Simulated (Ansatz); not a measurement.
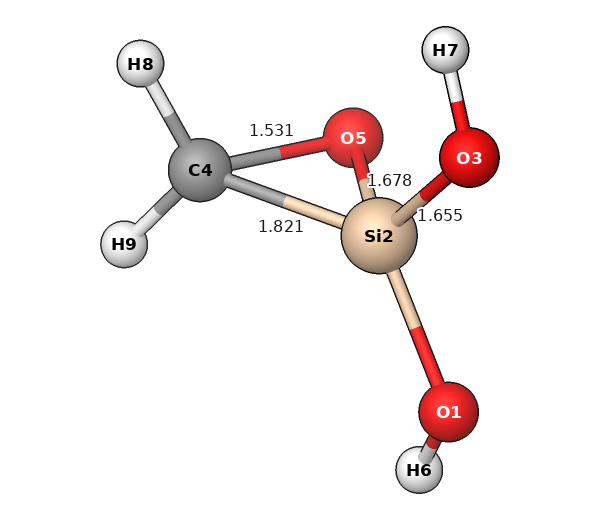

The numbers beside the sticks are distances in Å. Sticks don't show bond order. The computed structure is the end point of a PBE-D4/def2-SVP optimisation. No frequency run is at hand to confirm it as a minimum.

Q: Which of the marked bonds are single, double, triple or aromatic?

A: Si2–O3 single; Si2–C4 single; Si2–O5 single; C4–O5 single.

Q: Give the structure as SMILES.

A: O[Si]1(O)CO1
